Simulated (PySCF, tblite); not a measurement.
# C2H5BClN: dynamics, then NMR shifts and electronic excitations on frames, part 2 of 2

tblite 0.8.0 and PySCF 2.14.0. Atoms count from 0. The steps go on from the part before.

## 7. Shielding tensors: 625 fs, PBE0/pcSseg-1

The job: settings as JSON, then the geometry in Å.

```
{"job": {"kind": "nmr", "xc": "PBE0", "basis": "pcSseg-1", "pop": false}, "charge": 0, "multiplicity": 1}
C     -1.921500     0.038200    -0.104900
C     -0.454300    -0.445700    -0.125000
N      0.614500    -0.770800     0.082800
B      2.117200    -0.889600     0.504800
Cl     2.389700     0.608500     1.244600
H     -2.133100     0.553300    -1.025300
H     -2.509100    -0.899600    -0.109900
H     -2.107700     0.748800     0.647400
H      2.284200    -1.837300     1.131800
H      2.893900    -1.020000    -0.411100
```

Level: GIAO PBE0/pcSseg-1 NMR shielding, non-relativistic, gas phase.

Standard output:

```text
coarse grid: 9048 points
cycle   1  E = -618.5409806434  dE =  6.204e-01  |g| = 4.200e-01  |ddm| = 2.716e+00
cycle   2  E = -618.4344710743  dE =  1.065e-01  |g| = 8.429e-01  |ddm| = 1.062e+00
cycle   3  E = -618.5949843064  dE = -1.605e-01  |g| = 1.189e-01  |ddm| = 5.675e-01
cycle   4  E = -618.5977415815  dE = -2.757e-03  |g| = 4.804e-02  |ddm| = 1.302e-01
cycle   5  E = -618.5982145874  dE = -4.730e-04  |g| = 6.790e-03  |ddm| = 3.260e-02
cycle   6  E = -618.5982256009  dE = -1.101e-05  |g| = 1.737e-03  |ddm| = 7.696e-03
cycle   7  E = -618.5982262866  dE = -6.856e-07  |g| = 2.948e-04  |ddm| = 1.846e-03
final grid: 83224 points
cycle   8  E = -618.6244553022  dE = -2.973e-05  |g| = 5.583e-03  |ddm| = 2.060e-02
cycle   9  E = -618.6244565125  dE = -1.210e-06  |g| = 4.964e-03  |ddm| = 8.486e-03
cycle  10  E = -618.6244624431  dE = -5.931e-06  |g| = 1.008e-03  |ddm| = 3.962e-03
cycle  11  E = -618.6244626051  dE = -1.620e-07  |g| = 4.722e-04  |ddm| = 7.533e-04
cycle  12  E = -618.6244626519  dE = -4.677e-08  |g| = 6.074e-05  |ddm| = 2.766e-04
cycle  13  E = -618.6244626527  dE = -8.426e-10  |g| = 1.475e-05  |ddm| = 6.267e-05
converged SCF energy = -618.6244626527

GIAO shielding tensors (ppm)
atom      isotropic    diamagn.    paramagn.     s11        s22        s33       span
  0 C      174.341     247.454     -73.114    156.301    165.823    200.897     44.596
  1 C       62.870     269.759    -206.889    -30.301    -17.492    236.403    266.704
  2 N       24.226     331.498    -307.273   -146.910   -128.118    347.705    494.615
  3 B      122.088     182.874     -60.787    106.789    119.106    140.368     33.579
  4 Cl     997.454    1148.966    -151.512    853.504    958.548   1180.310    326.806
  5 H       29.695      28.007       1.688     25.253     27.340     36.492     11.238
  6 H       28.661      25.537       3.124     23.851     26.633     35.501     11.650
  7 H       29.671      28.748       0.922     25.194     28.052     35.766     10.571
  8 H       28.969      28.923       0.046     25.550     28.853     32.505      6.955
  9 H       27.728      28.292      -0.564     23.791     26.992     32.400      8.609
```

Wall time 6.1 s (1 thread of Intel Xeon 6975P-C, shared host); peak memory 0.51 GiB.

This run: δ C1 124.1, C0 12.6, N2 243.5, B3 -22.0, H9 3.99, H6 3.06 ppm.

## 8. TDDFT and polarisability: 625 fs, PBE0/def2-SVPD

The job, as its differences from that of step 7:

```diff
@@ -1,2 +1,2 @@
-{"job": {"kind": "nmr", "xc": "PBE0", "basis": "pcSseg-1", "pop": false}, "charge": 0, "multiplicity": 1}
+{"job": {"kind": "uv", "xc": "PBE0", "basis": "def2-SVPD", "nstates": 5, "ntriplets": 0}, "charge": 0, "multiplicity": 1}
 C     -1.921500     0.038200    -0.104900
```

Method: TDDFT PBE0/def2-SVPD, vertical, gas phase, core orbitals frozen in the response.

Standard output:

```text
coarse grid: 9048 points
cycle   1  E = -618.2933616409  dE =  5.833e-01  |g| = 4.186e-01  |ddm| = 5.351e+00
cycle   2  E = -618.1763102163  dE =  1.171e-01  |g| = 8.540e-01  |ddm| = 1.847e+00
cycle   3  E = -618.3489729340  dE = -1.727e-01  |g| = 1.123e-01  |ddm| = 1.181e+00
cycle   4  E = -618.3515981307  dE = -2.625e-03  |g| = 4.761e-02  |ddm| = 1.893e-01
cycle   5  E = -618.3521042451  dE = -5.061e-04  |g| = 6.264e-03  |ddm| = 7.677e-02
cycle   6  E = -618.3521147952  dE = -1.055e-05  |g| = 1.394e-03  |ddm| = 2.020e-02
cycle   7  E = -618.3521153485  dE = -5.533e-07  |g| = 2.655e-04  |ddm| = 3.246e-03
final grid: 83224 points
cycle   8  E = -618.4178418319  dE = -2.404e-05  |g| = 5.098e-03  |ddm| = 6.237e-02
cycle   9  E = -618.4178427288  dE = -8.969e-07  |g| = 4.913e-03  |ddm| = 1.712e-02
cycle  10  E = -618.4178488402  dE = -6.111e-06  |g| = 1.061e-03  |ddm| = 7.254e-03
cycle  11  E = -618.4178490702  dE = -2.300e-07  |g| = 2.807e-04  |ddm| = 1.436e-03
cycle  12  E = -618.4178490876  dE = -1.739e-08  |g| = 4.948e-05  |ddm| = 3.865e-04
cycle  13  E = -618.4178490882  dE = -5.848e-10  |g| = 1.311e-05  |ddm| = 1.100e-04
converged SCF energy = -618.4178490882

Static polarisability (au): isotropic 63.509, principal 47.391 56.405 86.732

Singlet excitations
state   eV       nm        f      main configurations
  1   4.3546    284.7   0.01101   H->L 0.89, H->L+1 0.10
  2   4.8388    256.2   0.04748   H->L+1 0.89, H->L 0.10
  3   5.5653    222.8   0.03087   H-1->L 0.95
  4   5.6943    217.7   0.01130   H->L+2 0.95
  5   5.9017    210.1   0.01262   H-1->L+1 0.98
```

Run time: 7.6 s. Hardware: 1 thread of Intel Xeon 6975P-C, shared host; peak memory 0.62 GiB.

Key values: HOMO -6.63 eV, LUMO -1.14 eV; lowest singlet 4.35 eV.

## 9. Nuclear shieldings: 800 fs, PBE0/pcSseg-1

The job: settings as JSON, then the geometry in Å.

```
{"job": {"kind": "nmr", "xc": "PBE0", "basis": "pcSseg-1", "pop": false}, "charge": 0, "multiplicity": 1}
C     -2.147500    -0.035700    -0.329700
C     -0.817200    -0.173200     0.138800
N      0.225000    -0.156900     0.611400
B      1.612600    -0.342500     1.291400
Cl     2.419100     1.333800     1.457000
H     -2.847200    -0.100500     0.589000
H     -2.344400     0.980400    -0.633200
H     -2.435500    -0.725700    -1.134000
H      1.430400    -0.853300     2.415200
H      2.135800    -1.050000     0.537800
```

Level: GIAO PBE0/pcSseg-1 NMR shielding, non-relativistic, gas phase.

Standard output:

```text
coarse grid: 9048 points
cycle   1  E = -618.5699418478  dE =  4.839e-01  |g| = 3.870e-01  |ddm| = 2.679e+00
cycle   2  E = -618.4947762395  dE =  7.517e-02  |g| = 7.475e-01  |ddm| = 9.862e-01
cycle   3  E = -618.6174801897  dE = -1.227e-01  |g| = 1.264e-01  |ddm| = 4.874e-01
cycle   4  E = -618.6206821022  dE = -3.202e-03  |g| = 4.641e-02  |ddm| = 1.416e-01
cycle   5  E = -618.6211334287  dE = -4.513e-04  |g| = 5.765e-03  |ddm| = 3.349e-02
cycle   6  E = -618.6211422002  dE = -8.772e-06  |g| = 1.691e-03  |ddm| = 6.895e-03
final grid: 83224 points
cycle   7  E = -618.6470070431  dE = -2.798e-05  |g| = 4.596e-03  |ddm| = 1.990e-02
cycle   8  E = -618.6470077612  dE = -7.181e-07  |g| = 4.090e-03  |ddm| = 6.243e-03
cycle   9  E = -618.6470118613  dE = -4.100e-06  |g| = 5.215e-04  |ddm| = 2.951e-03
cycle  10  E = -618.6470118970  dE = -3.566e-08  |g| = 2.982e-04  |ddm| = 5.209e-04
cycle  11  E = -618.6470119148  dE = -1.777e-08  |g| = 6.962e-05  |ddm| = 1.824e-04
cycle  12  E = -618.6470119158  dE = -1.062e-09  |g| = 1.224e-05  |ddm| = 5.871e-05
cycle  13  E = -618.6470119158  dE = -3.479e-11  |g| = 2.406e-06  |ddm| = 1.376e-05
converged SCF energy = -618.6470119158

GIAO shielding tensors (ppm)
atom      isotropic    diamagn.    paramagn.     s11        s22        s33       span
  0 C      184.471     247.814     -63.344    174.457    177.022    201.933     27.477
  1 C       68.174     269.202    -201.028    -26.586    -19.617    250.724    277.310
  2 N       34.394     332.678    -298.284   -124.427   -105.835    333.445    457.872
  3 B      118.248     186.500     -68.253    108.150    113.398    133.195     25.045
  4 Cl    1026.055    1147.624    -121.569    911.577   1034.595   1131.994    220.417
  5 H       27.538      24.302       3.235     22.765     25.572     34.275     11.510
  6 H       29.331      27.862       1.469     24.704     27.337     35.953     11.248
  7 H       29.135      26.228       2.908     24.261     26.323     36.822     12.561
  8 H       27.338      27.456      -0.118     23.264     27.631     31.120      7.857
  9 H       28.798      29.569      -0.771     24.696     29.907     31.792      7.097
```

Run time: 6 s. Hardware: 1 thread of Intel Xeon 6975P-C, shared host; peak memory 0.51 GiB.

In short: δ C1 118.8, C0 2.5, N2 233.3, B3 -18.2, H8 4.38, H5 4.18 ppm.

## 10. TDDFT and polarisability: 800 fs, PBE0/def2-SVPD

The job, as its differences from that of step 9:

```diff
@@ -1,2 +1,2 @@
-{"job": {"kind": "nmr", "xc": "PBE0", "basis": "pcSseg-1", "pop": false}, "charge": 0, "multiplicity": 1}
+{"job": {"kind": "uv", "xc": "PBE0", "basis": "def2-SVPD", "nstates": 5, "ntriplets": 0}, "charge": 0, "multiplicity": 1}
 C     -2.147500    -0.035700    -0.329700
```

Level: TDDFT PBE0/def2-SVPD, vertical, gas phase, core orbitals frozen in the response.

Standard output:

```text
coarse grid: 9048 points
cycle   1  E = -618.3239544625  dE =  4.456e-01  |g| = 3.828e-01  |ddm| = 5.982e+00
cycle   2  E = -618.2410310233  dE =  8.292e-02  |g| = 7.545e-01  |ddm| = 1.618e+00
cycle   3  E = -618.3721614449  dE = -1.311e-01  |g| = 1.182e-01  |ddm| = 1.072e+00
cycle   4  E = -618.3751830804  dE = -3.022e-03  |g| = 4.416e-02  |ddm| = 1.914e-01
cycle   5  E = -618.3756287228  dE = -4.456e-04  |g| = 5.976e-03  |ddm| = 7.291e-02
cycle   6  E = -618.3756391142  dE = -1.039e-05  |g| = 1.299e-03  |ddm| = 2.047e-02
cycle   7  E = -618.3756396133  dE = -4.991e-07  |g| = 2.997e-04  |ddm| = 3.670e-03
final grid: 83224 points
cycle   8  E = -618.4411644538  dE = -2.292e-05  |g| = 4.731e-03  |ddm| = 5.635e-02
cycle   9  E = -618.4411649181  dE = -4.643e-07  |g| = 4.726e-03  |ddm| = 1.892e-02
cycle  10  E = -618.4411705019  dE = -5.584e-06  |g| = 1.179e-03  |ddm| = 7.615e-03
cycle  11  E = -618.4411707876  dE = -2.857e-07  |g| = 2.720e-04  |ddm| = 1.539e-03
cycle  12  E = -618.4411708046  dE = -1.700e-08  |g| = 4.100e-05  |ddm| = 3.762e-04
cycle  13  E = -618.4411708050  dE = -4.288e-10  |g| = 1.128e-05  |ddm| = 6.941e-05
converged SCF energy = -618.4411708050

Static polarisability (au): isotropic 66.368, principal 50.001 56.029 93.073

Singlet excitations
state   eV       nm        f      main configurations
  1   4.6228    268.2   0.00028   H->L 0.97
  2   4.9955    248.2   0.04263   H->L+1 0.97
  3   5.3123    233.4   0.00610   H-1->L 0.98
  4   5.5368    223.9   0.00067   H-1->L+1 0.98
  5   5.9320    209.0   0.00153   H->L+2 0.97
```

Wall time 7 s (1 thread of Intel Xeon 6975P-C, shared host); peak memory 0.61 GiB.

This run: HOMO -7.00 eV, LUMO -1.21 eV; lowest singlet 4.62 eV.

## 11. NMR shieldings: 1000 fs, PBE0/pcSseg-1

The job: settings as JSON, then the geometry in Å.

```
{"job": {"kind": "nmr", "xc": "PBE0", "basis": "pcSseg-1", "pop": false}, "charge": 0, "multiplicity": 1}
C     -2.558500     0.438700    -0.876600
C     -1.350800     0.368300    -0.026500
N     -0.569700     0.114700     0.753300
B      0.659400     0.178500     1.585800
Cl     0.913900     2.023000     1.777500
H     -2.802800    -0.553900    -1.058700
H     -3.327100     1.286500    -0.542800
H     -2.238200     0.777300    -1.909500
H      0.530300    -0.187300     2.734200
H      1.631800    -0.415400     1.008400
```

With the program's defaults for keys left out, this is: GIAO PBE0/pcSseg-1 NMR shielding, non-relativistic, gas phase.

Standard output:

```text
coarse grid: 9048 points
cycle   1  E = -618.5424520777  dE =  4.987e-01  |g| = 4.162e-01  |ddm| = 2.650e+00
cycle   2  E = -618.4382297301  dE =  1.042e-01  |g| = 8.396e-01  |ddm| = 1.118e+00
cycle   3  E = -618.5977131269  dE = -1.595e-01  |g| = 1.141e-01  |ddm| = 5.742e-01
cycle   4  E = -618.6002634403  dE = -2.550e-03  |g| = 5.071e-02  |ddm| = 1.422e-01
cycle   5  E = -618.6007956591  dE = -5.322e-04  |g| = 6.870e-03  |ddm| = 3.680e-02
cycle   6  E = -618.6008082469  dE = -1.259e-05  |g| = 1.888e-03  |ddm| = 8.130e-03
cycle   7  E = -618.6008091748  dE = -9.279e-07  |g| = 2.621e-04  |ddm| = 2.106e-03
final grid: 83224 points
cycle   8  E = -618.6273250899  dE = -2.569e-05  |g| = 4.993e-03  |ddm| = 1.903e-02
cycle   9  E = -618.6273237096  dE =  1.380e-06  |g| = 5.485e-03  |ddm| = 7.592e-03
cycle  10  E = -618.6273299101  dE = -6.201e-06  |g| = 1.998e-03  |ddm| = 4.110e-03
cycle  11  E = -618.6273307126  dE = -8.025e-07  |g| = 3.738e-04  |ddm| = 1.235e-03
cycle  12  E = -618.6273307445  dE = -3.196e-08  |g| = 4.818e-05  |ddm| = 2.883e-04
cycle  13  E = -618.6273307451  dE = -5.507e-10  |g| = 1.271e-05  |ddm| = 6.654e-05
converged SCF energy = -618.6273307451

GIAO shielding tensors (ppm)
atom      isotropic    diamagn.    paramagn.     s11        s22        s33       span
  0 C      177.456     250.331     -72.875    163.953    169.228    199.189     35.237
  1 C       60.791     270.141    -209.351    -28.770    -19.205    230.347    259.117
  2 N       34.658     331.478    -296.820   -131.881   -107.904    343.760    475.641
  3 B      122.024     186.577     -64.553    113.633    119.614    132.825     19.192
  4 Cl     919.577    1148.037    -228.459    659.568   1011.543   1087.621    428.053
  5 H       30.029      28.632       1.397     25.045     28.264     36.779     11.734
  6 H       26.243      22.506       3.736     21.787     24.176     32.764     10.977
  7 H       28.265      27.617       0.648     24.011     26.122     34.662     10.651
  8 H       27.748      27.755      -0.006     23.728     26.961     32.556      8.828
  9 H       27.157      27.990      -0.833     23.602     26.822     31.048      7.446
```

It took 6 s on 1 thread of Intel Xeon 6975P-C, shared host; peak memory 0.54 GiB.

In short: δ C1 126.1, C0 9.5, N2 233.1, B3 -22.0, H6 5.47, H9 4.56 ppm.

## 12. Ultraviolet spectrum: 1000 fs, PBE0/def2-SVPD

The job, as its differences from that of step 11:

```diff
@@ -1,2 +1,2 @@
-{"job": {"kind": "nmr", "xc": "PBE0", "basis": "pcSseg-1", "pop": false}, "charge": 0, "multiplicity": 1}
+{"job": {"kind": "uv", "xc": "PBE0", "basis": "def2-SVPD", "nstates": 5, "ntriplets": 0}, "charge": 0, "multiplicity": 1}
 C     -2.558500     0.438700    -0.876600
```

Method: TDDFT PBE0/def2-SVPD, vertical, gas phase, core orbitals frozen in the response.

Standard output:

```text
coarse grid: 9048 points
cycle   1  E = -618.2973785750  dE =  4.597e-01  |g| = 4.115e-01  |ddm| = 5.245e+00
cycle   2  E = -618.1830913845  dE =  1.143e-01  |g| = 8.457e-01  |ddm| = 1.784e+00
cycle   3  E = -618.3534328644  dE = -1.703e-01  |g| = 1.054e-01  |ddm| = 1.143e+00
cycle   4  E = -618.3557782773  dE = -2.345e-03  |g| = 4.838e-02  |ddm| = 1.937e-01
cycle   5  E = -618.3563102625  dE = -5.320e-04  |g| = 6.773e-03  |ddm| = 6.715e-02
cycle   6  E = -618.3563237201  dE = -1.346e-05  |g| = 1.466e-03  |ddm| = 1.905e-02
cycle   7  E = -618.3563243805  dE = -6.604e-07  |g| = 2.728e-04  |ddm| = 2.982e-03
final grid: 83224 points
cycle   8  E = -618.4226727015  dE = -2.007e-05  |g| = 4.384e-03  |ddm| = 6.594e-02
cycle   9  E = -618.4226715132  dE =  1.188e-06  |g| = 5.118e-03  |ddm| = 1.544e-02
cycle  10  E = -618.4226773493  dE = -5.836e-06  |g| = 1.661e-03  |ddm| = 6.567e-03
cycle  11  E = -618.4226779533  dE = -6.040e-07  |g| = 1.838e-04  |ddm| = 1.975e-03
cycle  12  E = -618.4226779620  dE = -8.695e-09  |g| = 4.250e-05  |ddm| = 3.925e-04
cycle  13  E = -618.4226779625  dE = -4.916e-10  |g| = 1.126e-05  |ddm| = 9.032e-05
converged SCF energy = -618.4226779625

Static polarisability (au): isotropic 67.551, principal 50.729 60.219 91.705

Singlet excitations
state   eV       nm        f      main configurations
  1   4.2760    290.0   0.00883   H->L 0.82, H->L+1 0.17
  2   4.6768    265.1   0.04324   H->L+1 0.81, H->L 0.16
  3   4.9398    251.0   0.00387   H-1->L 0.95
  4   5.2632    235.6   0.00393   H-1->L+1 0.95
  5   5.8320    212.6   0.00223   H->L+2 0.98
```

Run time: 6.5 s. Hardware: 1 thread of Intel Xeon 6975P-C, shared host; peak memory 0.6 GiB.

Key values: HOMO -6.89 eV, LUMO -1.45 eV; lowest singlet 4.28 eV.

## 13. Comparing the runs: NMR shifts

Shifts (ppm) of some atoms, chosen among heavy atoms and hydrogens apart, with basis size and wall time:

```
  frame     C1    C0    H5    H6     N2     B3  Cl4  functions   time
 250 fs  129.4   1.2  3.74  2.91  257.9  -14.6  -47        117  7.6 s
 425 fs  115.5  -2.3  1.11  2.29  234.7  -15.5  -70        117  5.5 s
 625 fs  124.1  12.6  2.02  3.06  243.5  -22.0  -48        117  6.1 s
 800 fs  118.8   2.5  4.18  2.39  233.3  -18.2  -76        117    6 s
1000 fs  126.1   9.5  1.69  5.47  233.1  -22.0   30        117    6 s
```

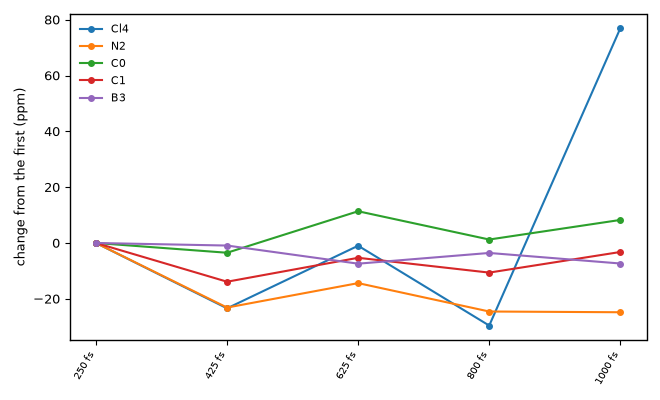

How five of the tabulated atoms move from run to run.

## 14. Run by run: electronic excitations

Excitations and ground-state properties, with basis size and wall time:

```
  frame  lowest singlet (eV)  brightest (eV)      f  gap (eV)  α (Å³)  μ (D)  functions   time
 250 fs                 4.71            5.57  0.031      5.72    9.62   7.64        147   10 s
 425 fs                 5.12            5.39  0.025      6.28    9.12   8.18        147  7.6 s
 625 fs                 4.35            4.84  0.047      5.49    9.41   7.91        147  7.6 s
 800 fs                 4.62            5.00  0.043      5.79    9.83   8.96        147    7 s
1000 fs                 4.28            4.68  0.043      5.44   10.01   8.55        147  6.5 s
```

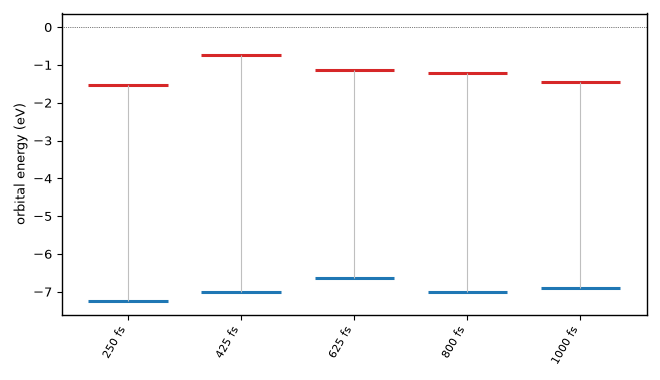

HOMO (blue) and LUMO (red) run by run.

## 15. Results

What follows sums up all 2 parts.

| quantity | value |
| --- | --- |
| thermostat | 600 K |
| mean temperature, second half | 669 K |
| mean potential energy above the minimum | 0.59 eV |
| 13C shifts against TMS (PBE0/pcSseg-1, 250 fs) | 129.4, 1.2 ppm |
| 1H shifts against TMS (PBE0/pcSseg-1, 250 fs) | 3.74, 3.04, 2.91, 2.86, 2.30 ppm |
| 15N shifts against NH3 (PBE0/pcSseg-1, 250 fs) | 257.9 ppm |
| 11B shifts against BF3·OEt2 (PBE0/pcSseg-1, 250 fs) | -14.6 ppm |
| 35Cl shifts against HCl (PBE0/pcSseg-1, 250 fs) | -47 ppm |
| surface potential, 1st and 99th percentile | -1.60 V and 2.15 V |
| lowest singlet (PBE0/def2-SVPD, 250 fs) | 4.71 eV (263 nm), f = 0.029 |
| brightest single state of those computed | state 4, 5.57 eV, f = 0.031 |
| range of the shift of Cl4 | -76 to 30 ppm |
| range of the lowest singlet | 4.28 to 5.12 eV |

What this shows: In the second half the potential energy averages 0.59 eV above the minimum; equipartition over 24 harmonic modes at 600 K would give 0.62 eV. With 10 atoms the temperature swings widely (381 to 923 K). Shifts at one fixed geometry are not the observed spectrum, which averages over the motion. In the first frame run (250 fs): Shielding is most anisotropic at N2 (span 487 ppm, paramagnetic term -324 ppm). By nearest atom (PBE0/pcSseg-1), the HOMO sits on Cl4 67 %; H8, H9 about 12 % each and the LUMO on C1 40 %; N2 30 %. The first singlet state (HOMO→LUMO 0.96) lies at 4.71 eV and is weak; of the 5 states computed, the strongest absorption comes from state 4 at 5.57 eV. In ppm, Cl4 moves most: its shift spreads over 106 ppm, from -76 (800 fs) to 30 (1000 fs). The lowest singlet runs from 4.28 eV (1000 fs) to 5.12 eV (425 fs), while the orbital gap spans 5.44 to 6.28 eV. The lowest state need not be the same one in every run.
